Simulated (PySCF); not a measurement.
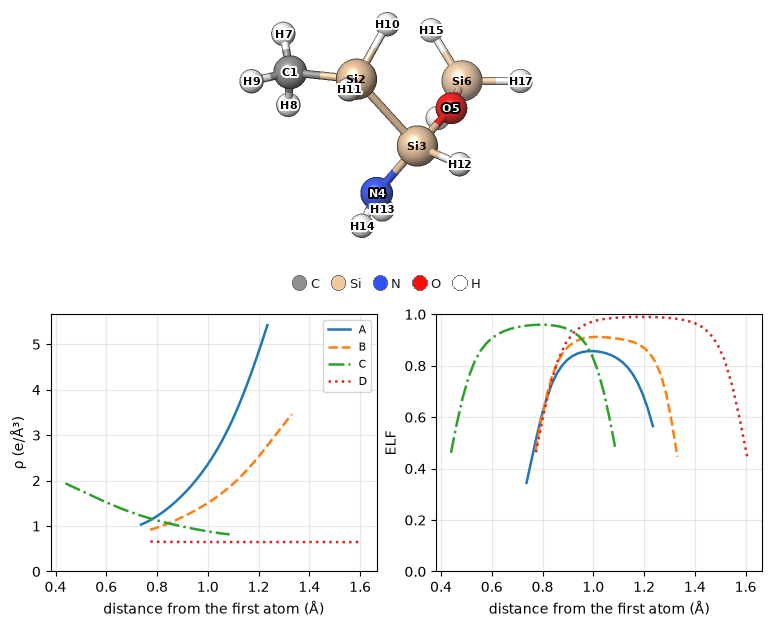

CH11NOSi3. Total electron density and electron localisation function along straight lines between neighbouring atoms. The curves leave out the atomic cores. The structure is drawn too.

Geometry: GFN2-xTB, MD frame at 250 fs, 300 K.

These are results of PBE0/pcSseg-1, SCF density, gas phase, non-relativistic (PySCF 2.14.0), not measurements.

Input

```
{"job": {"kind": "nmr", "xc": "PBE0", "basis": "pcSseg-1", "pop": false}, "charge": 0, "multiplicity": 1}
C      2.348200    -0.860300    -0.269600
Si     1.328800    -0.042500     1.038200
Si    -0.569100     1.210800     0.336200
N     -0.212400     1.681700    -1.276500
O     -1.694600     0.040800     0.454200
Si    -2.537800    -1.188500    -0.108200
H      2.356100    -1.950200    -0.245200
H      1.927000    -0.539000    -1.232600
H      3.408600    -0.563600    -0.452000
H      0.742100    -1.176900     1.944500
H      2.183200     0.857900     1.885000
H     -1.086100     2.195200     1.249400
H     -0.825000     1.607000    -2.064900
H      0.280700     2.583000    -1.453000
H     -1.730300    -2.382500     0.147500
H     -2.628900    -0.995900    -1.594400
H     -3.842500    -1.012500     0.494400
```

Run with:

```sh
OMP_NUM_THREADS=1 python probes_run.py task.json out
```

Which curve belongs to which contact (C–Si, Si–N, Si–O and Si–Si)? The first atom named is at distance zero.

Answer. Curve A: Si–O (1.59 Å): the density is about 1.2 e/Å³ at the midpoint; the ELF peaks at about 0.85 between the atoms (a polar covalent bond). Curve B: Si–N (1.72 Å): the density is about 1.1 e/Å³ at the midpoint; the ELF peaks at about 0.90 between the atoms: a polar covalent bond. Curve C: C–Si (1.85 Å): the density is about 0.96 e/Å³ at the midpoint; the ELF peaks at about 0.95 between the atoms; localised, covalent bonding. Curve D: Si–Si (2.38 Å): ρ is about 0.65 e/Å³ halfway; the ELF peaks at about 1 between the atoms, as expected for a shared electron pair.
